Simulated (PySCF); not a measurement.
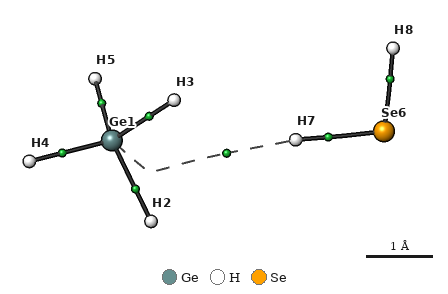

*GeH6Se, SMILES `[GeH4].[SeH2]`. Molecular graph of the electron density (QTAIM): bond paths, bond critical points (green), ring points (magenta, if any); weak paths are dashed.*

PySCF calculation, PBE/def2-TZVP, gas phase; geometry: an unrelaxed start of a pair search.

The calculation's input:

```python
import numpy as np
from pyscf import gto, scf, dft
from pyscf.scf import atom_ks, atom_hf
from scipy.linalg import block_diag

def solve(mol, dm0=None, hcore=None):
    mf = (dft.UKS if mol.spin else dft.RKS)(mol, xc='pbe')
    mf.grids.level = 3
    mf = mf.density_fit(auxbasis='def2-universal-jkfit')
    mf.conv_tol, mf.max_cycle = 1e-8, 80
    if hcore is not None:
        mf.get_hcore = lambda *args: hcore
    mf.kernel(dm0)
    if not mf.converged:
        mf = mf.newton().run(mf.mo_coeff, mf.mo_occ, max_cycle=30)
    assert mf.converged, 'SCF not converged'
    return mf

mol = gto.M(atom='''
Ge    -2.20770     0.00065    -0.00026
H     -1.50422    -1.27212     0.30242
H     -1.61119     1.08616     0.81927
H     -3.64864    -0.13512     0.31883
H     -2.03227     0.32556    -1.43776
Se     2.24781    -0.03849    -0.00028
H      0.81041    -0.11556     0.01027
H      2.20661     1.39870     0.00489
''', basis='def2-tzvp', charge=0, spin=0, verbose=4)
mf = solve(mol)
mf.analyze()
# spherically averaged free atoms, for the promolecule
atm = atom_ks.get_atm_nrks(mol, xc='pbe')
pro = block_diag(*[(atm[a[0]][2] * atm[a[0]][3]) @ atm[a[0]][2].T for a in mol._atom])
np.savez('result.npz', e=mf.e_tot, c=mf.mo_coeff, occ=mf.mo_occ, eps=mf.mo_energy, pro=pro, dip=mf.dip_moment(verbose=0), s2=mf.spin_square()[0])
```

Run with:

```sh
OMP_NUM_THREADS=1 python input.py
```

The run took 50 s on 1 thread of Intel(R) Xeon(R) Processor @ 2.50GHz (Skylake/Cascade Lake) (shared host), peak memory 0.48 GiB.

Partitions, critical points and surface values were worked out afterwards from this run's density.

Q: How many critical points of each kind are there, and does the count close?

A: 8 nuclei, 7 bond, 0 ring and 0 cage critical points: 8 − 7 + 0 − 0 = 1, as the Poincaré–Hopf relation requires.

Q: What does the calculation give at each kind of bond critical point?

A:
| bond | length (Å) | ρ (a.u.) | ∇²ρ (a.u.) | ε | H (a.u.) |
| --- | --- | --- | --- | --- | --- |
| Se6–H8 | 1.438 | 0.184 | −0.33 | 0.11 | −0.157 |
| Se6–H7 | 1.440 | 0.184 | −0.33 | 0.11 | −0.156 |
| Ge1–H4 | 1.482 | 0.145 | +0.09 | 0.00 | −0.087 |
| Ge1–H5 | 1.484 | 0.144 | +0.09 | 0.00 | −0.086 |
| Ge1–H3 | 1.485 | 0.144 | +0.09 | 0.00 | −0.086 |
| Ge1–H2 | 1.485 | 0.144 | +0.09 | 0.00 | −0.086 |
| Ge1–H7 | 3.020 | 0.006 | +0.02 | 1.01 | +0.001 |

Q: What kind of interaction is Ge1–H5?

A: Polar or intermediate (positive Laplacian, negative energy density H): ρ = 0.144, ∇²ρ = +0.09, H = −0.086 a.u.

Q: Are there bond paths between atoms that aren't covalently bonded?

A: Yes: Ge1–H7 (3.02 Å, ρ = 0.006).
